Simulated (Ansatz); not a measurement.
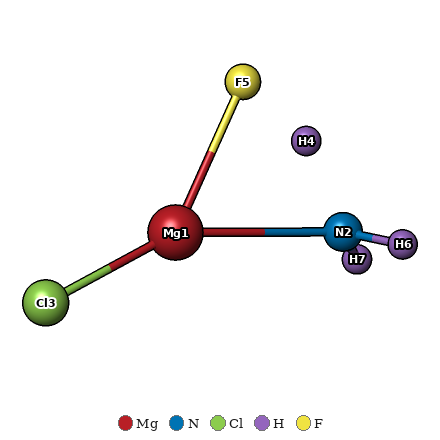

The system is the reacting system ClFH3MgN (fragments ClFH₃MgN where the first distance is long, ClFMg + H₃N where the second is long); the picture shows the reference structure. 
- First axis: distance N2–H4 (bond that forms). Second axis: distance Mg1–N2 (bond that breaks).
- Relaxed at each point: all other coordinates.
- The grid has 13 × 13 points.
- Points are written as (first, second).
- Energies: kJ/mol, counted from the lowest grid point.
- Energies and slopes of some neighbouring points disagree (a jump in structure or state, or too coarse a mesh). The reference is spin-restricted, so regions where a bond is pulled apart into radicals lie too high.
- All numbers below come from RKS B3LYP-D4/def2-SVP in Ansatz.

Its coordinates:

```yaml
atoms:
  - { symbol: Mg, position_ang: [-1.1450, 0.2297, -0.7688] }
  - { symbol: N, position_ang: [1.0973, -0.1934, 0.1889] }
  - { symbol: Cl, position_ang: [-2.5610, 0.5385, -2.4174] }
  - { symbol: H, position_ang: [0.1830, -0.0822, 1.1574] }
  - { symbol: F, position_ang: [-0.9396, 0.0925, 1.5657] }
  - { symbol: H, position_ang: [1.5413, -1.1060, 0.0963] }
  - { symbol: H, position_ang: [1.8241, 0.5210, 0.1781] }
```

Range: distance N2–H4 (bond that forms) from 0.918 to 2.418 Å; distance Mg1–N2 (bond that breaks) from 1.908 to 3.108 Å.

> What will the energy surface look like?

The lowest grid point is at (0.985 Å, 2.120 Å). The highest grid point, (2.418 Å, 3.108 Å), lies 406 kJ/mol above the lowest.

```tsv
second ↓, first →	0.918	0.985	1.078	1.183	1.298	1.420	1.549	1.683	1.822	1.965	2.112	2.263	2.418
3.108	96	71	74	107	162	219	273	318	352	362	379	394	406
2.984	87	62	65	98	154	209	261	302	323	342	359	373	385
2.863	77	52	55	88	144	198	247	281	303	321	337	351	363
2.746	67	42	45	78	134	186	230	260	281	299	315	328	339
2.631	56	31	34	67	123	173	211	238	259	276	291	304	314
2.520	46	21	24	57	112	159	192	216	236	252	267	279	289
2.413	37	12	14	47	101	144	174	195	213	229	243	255	265
2.310	30	4	7	40	92	131	156	176	193	208	221	232	241
2.212	26	0	2	35	85	120	142	159	175	189	201	212	221
2.120	26	0	2	34	82	112	132	147	161	174	185	195	204
2.036	31	5	7	39	84	110	127	141	153	164	175	184	192
1.962	41	15	16	48	90	113	128	140	151	161	171	179	186
1.908	53	26	28	59	99	120	133	143	153	163	171	179	186
```

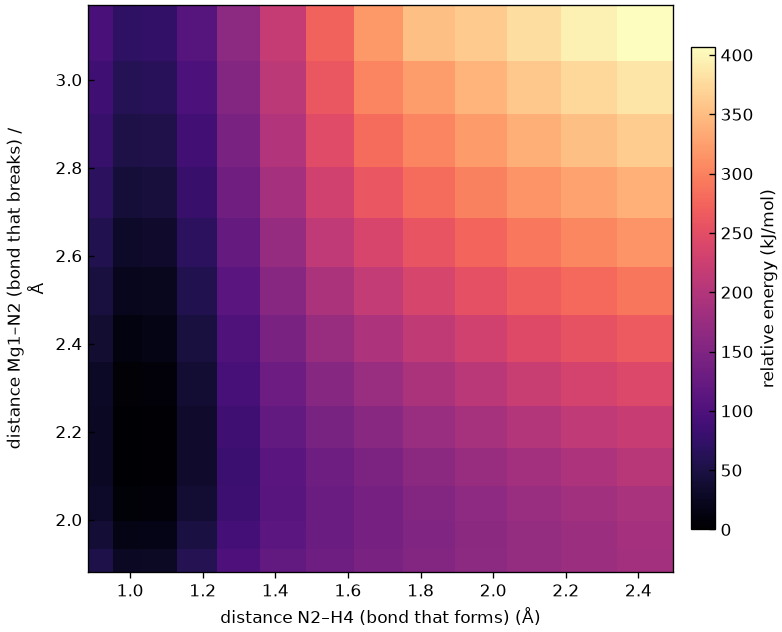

In the figure: one coloured cell a grid point.

Time for the 169 points that were run: 16 min on 1 thread of AMD EPYC 9R45 96-Core Processor (Zen 5) (shared host).
